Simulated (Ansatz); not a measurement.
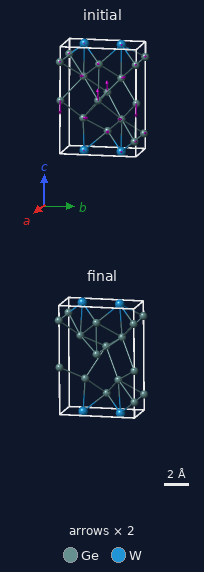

The structure of crystalline Ge$_{5}$W (a generated structure, set up in P1) (coarse preliminary run) before (top) and after (bottom) a relaxation, at one scale. The purple arrows give the displacements (the part carried along by the change of the cell is left out), 2 times their true length.

The picture is a ball-and-stick view of the cell of the calculation, seen slightly off an axis.

All numbers below come from Ansatz, DFT PBE, scalar-relativistic, plane waves, PAW.

Input file:
```yaml
crystal:
  lattice:
    - [-0.0045084352, -3.3433595136, 0.0145146655]
    - [-6.7103456692, -0.0090168704, -0.0471513143]
    - [-0.0654725453, 0.0403090395, -9.3789204713]
  atoms:
    - { symbol: Ge, position: [0.5252018538, 0.7475249964, 0.6909865712] }
    - { symbol: Ge, position: [0.511150963, 0.2506706138, 0.6937024463] }
    - { symbol: Ge, position: [0.5096955028, 0.7518566126, 0.3058760777] }
    - { symbol: Ge, position: [0.4971592575, 0.2432570821, 0.3023894724] }
    - { symbol: Ge, position: [0.9861799626, 0.5125433552, 0.8496525546] }
    - { symbol: Ge, position: [0.9913760493, -0.0045051414, 0.856601444] }
    - { symbol: Ge, position: [0.0022165677, 0.9826287386, 0.1413624811] }
    - { symbol: Ge, position: [1.0192651529, 0.5081415235, 0.1516783734] }
    - { symbol: Ge, position: [0.9680700919, 1.0019269125, 0.4942632159] }
    - { symbol: Ge, position: [1.0068528424, 0.503184624, 0.5129621609] }
    - { symbol: W, position: [0.4866448297, 0.7446999464, 0.0011387157] }
    - { symbol: W, position: [0.4961869263, 0.2580707364, -0.0006135133] }
basis:
  ecutwfc: 420
kpoints:
  mp_grid: { grid: [6, 4, 4] }
hamiltonian:
  xc: pbe
scf:
  occupations: { method: gaussian, width: 0.2 }
  lower_state_search: "off"
output:
  forces: true
  stress: true
  eigenvalues: true
relax:
  adjacent_minimum: "off"
  f_tol: 0.025
  max_steps: 60
  cell: { stress_tol: 0.25 }
```

Command:
```bash
ansatz run input.yaml --threads 1 --pin off --max-ram 2560MiB --backend cpu --events-out ev --progress --plain --runs-dir out
```

### Summarise the run.

The run was cut off at its time limit before the relaxation converged, so the last structure is only a point on the way. The energy falls by 47.9 meV per atom in 4 geometry steps. Largest force component: 0.95 eV/Å at the start, 0.13 eV/Å at the end. Pressure: 0.25 GPa at the start and −0.02 GPa at the end. Ge9 moves most relative to the cell: 0.62 Å along −c. Largest moves by element: Ge 0.62 Å, W 0.07 Å. Cell: a 3.343 → 3.401 Å (+1.7 %), b 6.711 → 6.610 Å (−1.5 %), c 9.379 → 9.574 Å (+2.1 %), α 89.2° → 90.0°, β 90.5° → 89.4°, γ 89.8° → 90.0°. Volume +2.3 %. Some distances before and after: Ge7–Ge9 3.317 → 2.735 Å, Ge3–Ge10 3.026 → 3.477 Å, Ge5–Ge10 3.161 → 2.743 Å, Ge1–Ge9 2.913 → 3.330 Å. Bond angles that change, for instance: Ge3–Ge9–Ge4 105.1° → 128.4°, Ge1–Ge10–Ge2 108.6° → 128.5°, Ge1–Ge10–Ge2 109.5° → 128.4°. The space group stays P1 (No. 1). The run took 9.4 min on 1 thread of Intel(R) Xeon(R) Processor @ 2.70GHz (shared host), peak memory 1 GiB.
